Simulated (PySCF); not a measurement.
# One shape, several levels: quartet SiH3S

We compute a comparison of 6 runs (U-revPBE/def2-TZVP, U-wB97M-V/def2-TZVP, UBHLYP/def2-TZVP, UCAM-B3LYP/def2-TZVP, UPBE/def2-TZVP, UPBE0/def2-TZVP) of quartet SiH3S. 

Program for the calculation: PySCF 2.14.0.

5 further runs of the same task are left out: 1 that didn't finish, 4 set aside as unsound or not needed.

## 1. The molecule

SiH3S has 5 atoms, charge 0, and is taken as a quartet. SMILES of the parent species: `[SiH2]S`. Geometry: relaxed at PBE0-D4/def2-TZVP. This is one conformer, not always the lowest. That shape belongs to the parent species and isn't relaxed for this state.

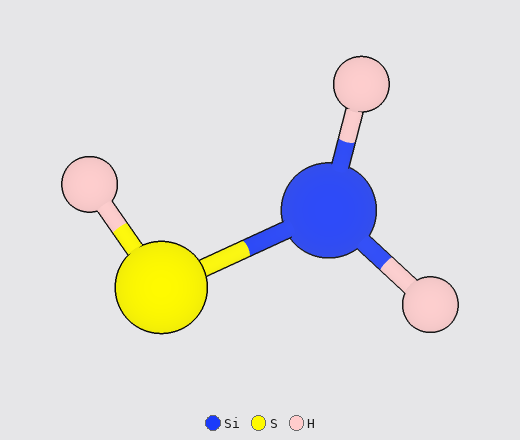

Viewed from a chosen angle; silicon blue, sulfur yellow, hydrogen pink.

## 2. A single-point energy at U-revPBE/def2-TZVP (run 1)

The input, input.xyz:

```xyz
5
H3SSi
Si    -0.096300    -0.694000    -0.309300
S      0.273100     1.406000    -0.294500
H     -0.094500    -1.256800     1.073000
H     -1.440300    -0.843200    -0.929900
H      1.407800     1.314300     0.419300
```

The input, input.py:

```python
from pyscf import gto, dft

mol = gto.Mole()
mol.atom = 'input.xyz'
mol.spin = 3
mol.basis = 'def2-tzvp'
mol.max_memory = 1860
mol.verbose = 3
mol.build()

mf = dft.UKS(mol, xc='revpbe')
mf.grids.level = 5
mf.conv_tol = 1e-10
mf.kernel()
if not mf.converged:
    mf = mf.newton().run(mf.mo_coeff, mf.mo_occ)

e_final = mf.e_tot
print('Final energy', e_final)
```

Launch:

```sh
OMP_NUM_THREADS=1 python input.py
```

Log:

```text
WARN: HOMO -0.0416052930436506 >= LUMO -0.297321990751495

WARN: HOMO -0.0906456257487172 >= LUMO -0.269516433602721

WARN: HOMO -0.0552535487610885 >= LUMO -0.258651836846401

WARN: HOMO -0.0602116745106783 >= LUMO -0.266126201093535

WARN: HOMO -0.0598862205933272 >= LUMO -0.264553697531415

WARN: HOMO -0.0612387373194453 >= LUMO -0.262902088379221

WARN: HOMO -0.0597533495954069 >= LUMO -0.261415536393745

WARN: HOMO -0.0593993674810123 >= LUMO -0.260578067886204

WARN: HOMO -0.0591931952165192 >= LUMO -0.26028249243069

WARN: HOMO -0.0591871925989555 >= LUMO -0.260105749319777

WARN: HOMO -0.059290794146796 >= LUMO -0.260218754556782

WARN: HOMO -0.0593166097273443 >= LUMO -0.260233393227391

WARN: HOMO -0.0593145628767862 >= LUMO -0.260233394607368

WARN: HOMO -0.0593208922834873 >= LUMO -0.260236119737467

WARN: HOMO -0.0593195844715587 >= LUMO -0.260233676182075

WARN: HOMO -0.0593194240466555 >= LUMO -0.260233689149711

WARN: HOMO -0.0593195706864615 >= LUMO -0.260233609800252

converged SCF energy = -689.137705113386  <S^2> = 3.756467  2S+1 = 4.0032322
Final energy -689.137705113386
```

It took 35 s on 1 thread of Intel Xeon Platinum 8259CL at 2.50GHz (Skylake/Cascade Lake), shared host; peak memory 0.46 GiB.

## 3. A single-point energy at U-wB97M-V/def2-TZVP (run 2)

The input, run.py:

```python
from pyscf import gto, dft

mol = gto.M(
    atom='''
Si  -0.096300  -0.694000  -0.309300
S    0.273100   1.406000  -0.294500
H   -0.094500  -1.256800   1.073000
H   -1.440300  -0.843200  -0.929900
H    1.407800   1.314300   0.419300
''',
    max_memory=1860,
    basis='def2-tzvp',
    spin=3,
    verbose=4,
)

myscf = dft.UKS(mol)
myscf.xc = 'wb97m-v'
myscf.nlcgrids.level = 1
myscf.grids.level = 5
myscf.conv_tol = 1e-10
myscf.kernel()
if not myscf.converged:
    myscf = myscf.newton().run(myscf.mo_coeff, myscf.mo_occ)

etot = myscf.e_tot
print('E(%s) = %.9f' % ('WB97M-V', etot))
```

Launch:

```sh
OMP_NUM_THREADS=1 python run.py
```

Log:

```text
PySCF version 2.14.0

[... 64 lines left out ...]
WARN: HOMO 0.0283582176686602 >= LUMO -0.337911967596504
[... 11 lines left out ...]
WARN: HOMO -0.140123867504027 >= LUMO -0.170691797886292
[... 11 lines left out ...]
WARN: HOMO -0.142260508689901 >= LUMO -0.158562019953052
[... 11 lines left out ...]
WARN: HOMO -0.144198116459584 >= LUMO -0.154544783346683
[... 11 lines left out ...]
WARN: HOMO -0.146307058097317 >= LUMO -0.151205759330875
[... 11 lines left out ...]
WARN: HOMO -0.146468301616999 >= LUMO -0.14692245283468
[... 68 lines left out ...]
converged SCF energy = -689.196840325135  <S^2> = 3.7541552  2S+1 = 4.0020771
E(WB97M-V) = -689.196840325
```

It took 5.8 min on 1 thread of Intel Xeon Platinum 8259CL at 2.50GHz (Skylake/Cascade Lake), shared host; peak memory 0.51 GiB.

Runs 3 to 5 aren't shown in full; the table further down has their settings and results.

## 4. The energy at UPBE0/def2-TZVP (run 6)

The input, input.py:

```python
from pyscf import gto, dft

molecule = gto.M(
    atom='''
Si  -0.096300  -0.694000  -0.309300
S    0.273100   1.406000  -0.294500
H   -0.094500  -1.256800   1.073000
H   -1.440300  -0.843200  -0.929900
H    1.407800   1.314300   0.419300
''',
    basis='def2-tzvp',
    spin=3,
    max_memory=1860,
    verbose=4,
)

mf = dft.UKS(molecule)
mf.xc = 'pbe0'
mf.conv_tol = 1e-10
mf.grids.level = 5
mf.kernel()
if not mf.converged:
    mf = mf.newton().run(mf.mo_coeff, mf.mo_occ)

energy = mf.e_tot
print('E = %.10f Eh' % energy)
```

Launch:

```sh
OMP_NUM_THREADS=1 python input.py
```

Log:

```text
PySCF version 2.14.0

[... 53 lines left out ...]
[... the frontier-level lines of each cycle are left out ...]
[... 17 lines left out ...]
[... 17 lines left out ...]
[... 17 lines left out ...]
[... 17 lines left out ...]
[... 17 lines left out ...]
[... 17 lines left out ...]
[... 1 line left out ...]
cycle= 19 E= -689.000859094044  delta_E= -1.68e-09  |g|= 1.32e-05  |ddm|= 0.000469


cycle= 20 E= -689.000859096804  delta_E= -2.76e-09  |g|= 3.44e-06  |ddm|= 0.00242


cycle= 21 E= -689.000859096872  delta_E= -6.75e-11  |g|= 1.2e-06  |ddm|= 0.000271


Extra cycle  E= -689.000859096872  delta_E= -1.14e-13  |g|= 8.19e-07  |ddm|= 8.99e-06
converged SCF energy = -689.000859096872  <S^2> = 3.757712  2S+1 = 4.0038541
E = -689.0008590969 Eh
```

It took 51 s on 1 thread of Intel Xeon Platinum 8259CL at 2.50GHz (Skylake/Cascade Lake), shared host; peak memory 0.46 GiB.

## 5. All runs side by side

| run | level | nlc grid | energy (Eh) | dipole moment (D) | HOMO energy (eV) | ⟨S²⟩ | wall time |
| --- | --- | --- | --- | --- | --- | --- | --- |
| 1 | U-revPBE/def2-TZVP | – | -689.137705 | 0.68 | -1.61 | 3.756 | 35 s |
| 2 | U-wB97M-V/def2-TZVP | 1 | -689.196840 | 1.46 | -3.89 | 3.754 | 5.8 min |
| 3 | UBHLYP/def2-TZVP | – | -689.257759 | 1.55 | -2.85 | 3.760 | 78 s |
| 4 | UCAM-B3LYP/def2-TZVP | – | -689.271799 | 1.52 | -3.21 | 3.757 | 3 min |
| 5 | UPBE/def2-TZVP | – | -688.941452 | 0.63 | -1.68 | 3.756 | 35 s |
| 6 | UPBE0/def2-TZVP | – | -689.000859 | 1.23 | -2.27 | 3.758 | 51 s |

## 6. Summary of results

| quantity | value |
| --- | --- |
| run 6: total energy | -689.00086 Eh |
| run 6: dipole moment | 1.23 D |
| run 6: HOMO energy (highest over α and β) | -2.27 eV |
| run 6: ⟨S²⟩ | 3.758 |

The dipole moment (its size) runs from 0.63 D (UPBE/def2-TZVP) to 1.55 D (UBHLYP/def2-TZVP). Totals of different functionals can't be ranked against each other. All runs together took 12 min, the longest 5.8 min.
